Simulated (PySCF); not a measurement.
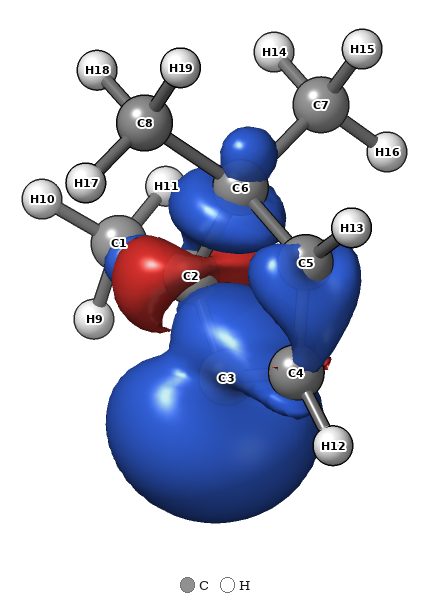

The picture shows: C$_{8}$H$_{11}$ (doublet). Isosurfaces of the spin density (α minus β) at +0.015 (blue) and −0.015 e/Å³ (red), seen at an oblique angle.

Geometry: GFN2-xTB.

Theory: UKS B3LYP, pcH-1 on C H, non-relativistic, mean-field spin-orbit, GIAO in PySCF 2.14.0, density-fitted response routines.

```csv
atom,x (Å),y (Å),z (Å)
C,2.0318,0.8566,0.1743
C,0.5666,0.9526,-0.0351
C,-0.2087,1.9999,-0.2630
C,-1.6019,1.6637,-0.4116
C,-1.7140,0.3380,-0.2708
C,-0.3591,-0.2805,-0.0154
C,0.0127,-1.2561,-1.1304
C,-0.3203,-0.9675,1.3481
H,2.4833,1.8439,0.1197
H,2.2542,0.4251,1.1508
H,2.4889,0.2215,-0.5853
H,-2.3852,2.3742,-0.6011
H,-2.6121,-0.2513,-0.3226
H,0.9961,-1.6856,-0.9517
H,-0.7163,-2.0635,-1.1714
H,0.0193,-0.7455,-2.0910
H,-0.5471,-0.2533,2.1365
H,0.6617,-1.3972,1.5331
H,-1.0596,-1.7658,1.3794
```

Q: Where is the unpaired spin?

A: The unpaired spin (1 electron) lies mostly on C3 (about 0.8), in electrons by Hirshfeld's partition.
